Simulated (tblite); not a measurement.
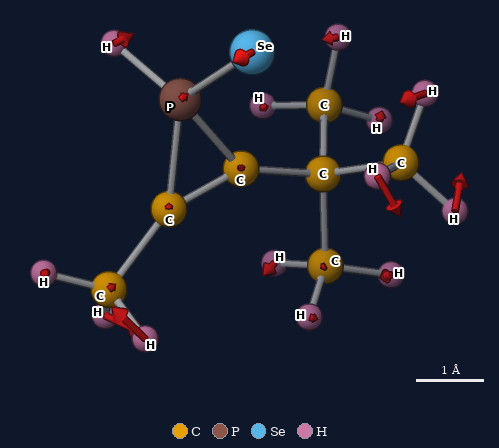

This is a relaxation of C7H13PSe. The starting structure is drawn; red arrows show the displacements, at their true length. The two geometries are superimposed by the best rigid fit.

Style: ball-and-stick. Shown at a tilt.

The calculation used tblite 0.8.0, GFN2-xTB geometry optimisation, gas phase. 

Q: Which element moves most?

A: Hydrogen: up to 0.84 Å, against 0.51 Å for selenium.

Q: What happened in the run?

A: An H atom moves most after the best rigid fit: 0.84 Å. Largest moves by element: H 0.84 Å, Se 0.51 Å, P 0.16 Å, C 0.14 Å. Near-neighbour distances that change, for instance: P–Se 2.035 → 2.086 Å, C–C 1.519 → 1.471 Å, C–H 1.128 → 1.088 Å, C–C 1.502 → 1.532 Å. Among the angles between lasting bonds that change: C–P–Se 114.4° → 127.4°, C–P–H 120.1° → 108.3°, C–C–H 104.7° → 110.6°. Groups turn about C–C by about 50°, C–C by about 40°, C–P by about 20°. The energy falls by 0.737 eV in 144 geometry steps. The run took 1.2 s on 1 thread of Arm Neoverse V2, with other jobs on the host.
